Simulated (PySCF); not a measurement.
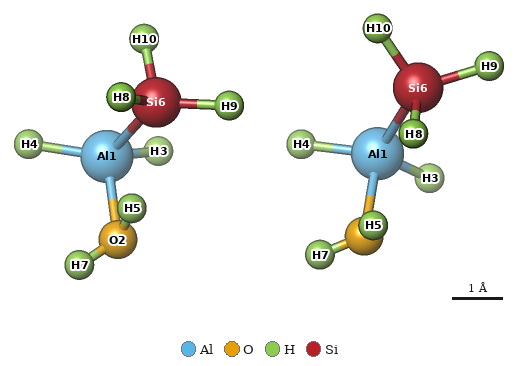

Two geometries of AlSiH7O (started from a transition state, displaced along its imaginary mode), drawn at one scale. One is the start of a relaxation, the other its converged end. The picture is a ball-and-stick view, seen from a free direction.

These are results of PySCF, RKS PBE0-D4/def2-TZVP, density fitting, not measurements. 

Which of the two is the end point?

The right one is the relaxed one. The atom that moves furthest after the best rigid fit is H10 (1.07 Å). By element the largest moves are H 1.07 Å, Si 0.35 Å, O 0.32 Å, Al 0.24 Å. Near-neighbour distances that change, for instance: Al1–O2 1.925 → 2.030 Å, Al1–Si6 2.543 → 2.473 Å, O2–H5 0.934 → 0.967 Å, O2–H7 0.990 → 0.963 Å. Bond angles that change, for instance: Al1–O2–H5 77.4° → 109.6°, Al1–Si6–H10 84.7° → 116.8°, Al1–Si6–H8 124.4° → 105.5°. The energy falls by 0.713 eV in 45 geometry steps. Cost: 6 min on 4 threads of Arm Neoverse V1, on a shared host.
